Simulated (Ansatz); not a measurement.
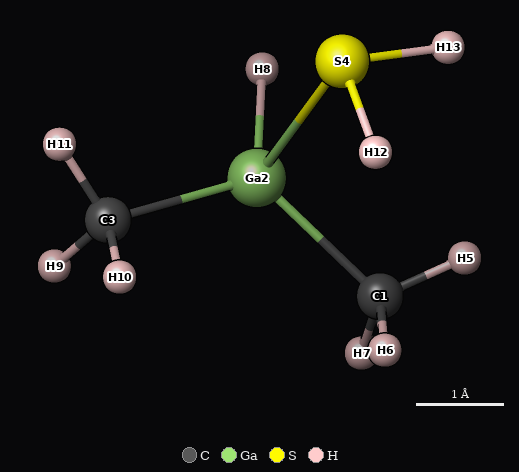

**Figure 1.** The structure as given in the input (ball-and-stick view, seen at a tilt; atoms are numbered from 1 in the order of the input). Sticks mark near contacts.

**Two runs on C2H9GaS**

System: C2H9GaS, SMILES [CH3][GaH-]([CH3])[SH2+].
Method of the first run: RKS SPW92/def2-TZVPP (Ansatz 0.2.0).

The geometry comes from this level: PBE0-D4/def2-TZVP. Text and figures count atoms from 1; the logs count them from 0 in places.

### Input file, the first run
```yaml
crystal:
  periodic: [false, false, false]
  atoms:
    - {symbol: C, position_ang: [-0.504569, 1.600537, -0.566335]}
    - {symbol: Ga, position_ang: [-0.160222, -0.353161, -0.669572]}
    - {symbol: C, position_ang: [1.673158, -1.033325, -0.336092]}
    - {symbol: S, position_ang: [-1.188454, -1.039933, 1.686637]}
    - {symbol: H, position_ang: [-1.566708, 1.829677, -0.451918]}
    - {symbol: H, position_ang: [0.043566, 2.067777, 0.256066]}
    - {symbol: H, position_ang: [-0.169383, 2.079975, -1.491309]}
    - {symbol: H, position_ang: [-1.187050, -1.260914, -1.465178]}
    - {symbol: H, position_ang: [2.278554, -0.903163, -1.238317]}
    - {symbol: H, position_ang: [2.171967, -0.488324, 0.469342]}
    - {symbol: H, position_ang: [1.678365, -2.097800, -0.092273]}
    - {symbol: H, position_ang: [-0.685249, -0.021611, 2.404299]}
    - {symbol: H, position_ang: [-2.363574, -0.414434, 1.509449]}
basis:
  gaussian: {orbitals: def2-TZVPP}
hamiltonian: {xc: lda}
output: {orbitals: {seedname: orbitals}}
```

Hardware: 4 CPU threads, shared host.

### Output (the first run)
```
Functional definition: SPW92
  exchange = slater_x
  correlation = pw_c
1543 factors; their error is unknown
mean field evaluation 1: about -65272.8737 eV, gradient 1.0e2 eV
mean field evaluation 2: about -65201.9415 eV, gradient 1.6e2 eV
mean field evaluation 4: about -65293.4687 eV, gradient 2.0e1 eV
mean field evaluation 8: about -65294.0418 eV, gradient 2.4e-1 eV
mean field evaluation 16: about -65294.0120 eV, gradient 5.2e-4 eV
mean field -65294.01197827 eV, -2399.5106823306 hartree, gradient 3.4e-5 eV, S^2 0.000000; 0 other end points of the search recorded, 0 dependent functions left out
reference -65294.01202406 eV, -2399.5106840133 hartree; 34, 34 occupied and 244, 244 virtual orbitals, 1543 factors
Total energy: -65294.01202406 eV, -2399.5106840133 hartree
```

The input of the second run differs as follows (lines with − go, lines with + come):
```diff
-hamiltonian: {xc: lda}
+hamiltonian: {xc: {name: B97M-V}}
```

How does the second run compare with the first run?

The total energies belong to different methods, so their difference says nothing on which is more stable or more accurate. The HOMO goes from −6.15 to −6.29 eV. The LUMO goes from −1.41 to −1.13 eV.

### Output (the second run)
```
Functional definition: B97M-V
  parameter cx00 = 1.000
  parameter cx01 = 1.308
  parameter cx02 = 1.901
  parameter cx10 = 0.416
  parameter cx11 = 3.070
  parameter css00 = 1.000
  parameter css02 = -1.855
  parameter css10 = -5.668
  parameter css32 = -20.497
  parameter css42 = -20.364
  parameter cos00 = 1.000
  parameter cos01 = 1.573
  parameter cos03 = -6.298
  parameter cos10 = 2.535
  parameter cos32 = -6.427
  parameter b = 6.0
  parameter c = 0.01
  gx(w, u) = cx00 + cx01*u + cx02*u^2 + (cx10 + cx11*u)*w
  gss(w, u) = css00 + css02*u^2 + css10*w + (css32*w^3 + css42*w^4)*u^2
  gos(w, u) = cos00 + cos01*u + cos03*u^3 + cos10*w + cos32*w^3*u^2
  exchange = spin_sum(e_x_unif_s*gx(b97_w, b97_u_x))
  correlation = spin_sum(e_c_pw_mod_same_spin*gss(b97_w, b97_u_same))
      + integral(e_c_pw_mod_opposite_spin*gos(b97_w_opposite, b97_u_opposite)) + vv10(b, c)
1543 factors; their error is unknown
mean field evaluation 1: about -65408.8589 eV, gradient 7.9e1 eV
mean field evaluation 2: about -65392.6393 eV, gradient 1.0e2 eV
mean field evaluation 4: about -65422.9859 eV, gradient 5.0e0 eV
mean field evaluation 8: about -65423.0578 eV, gradient 6.5e-2 eV
mean field evaluation 16: about -65423.0261 eV, gradient 2.3e-4 eV
mean field -65423.02613483 eV, -2404.2518651353 hartree, gradient 5.6e-5 eV, S^2 0.000000; 0 other end points of the search recorded, 0 dependent functions left out
reference -65423.02620387 eV, -2404.2518676723 hartree; 34, 34 occupied and 244, 244 virtual orbitals, 1543 factors
Total energy: -65423.02620387 eV, -2404.2518676723 hartree
```

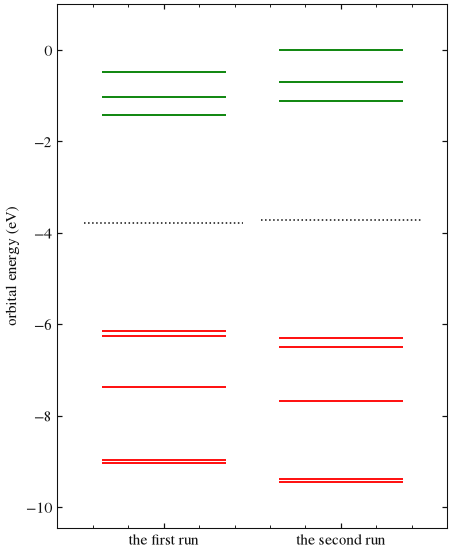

**Figure 2.** The five highest filled and three lowest empty orbital energies of the two runs; the dotted lines part filled from empty levels. The HOMO–LUMO gap is 4.74 eV in the first run and 5.17 eV in the second run.

### The two runs side by side

```tsv
quantity	the first run	the second run
outcome	converged	converged
total energy (hartree)	−2399.510684	−2404.251868
HOMO (eV)	−6.15	−6.29
LUMO (eV)	−1.41	−1.13
basis functions	278	278
wall time (shared host)	3.1 s	14 s
```
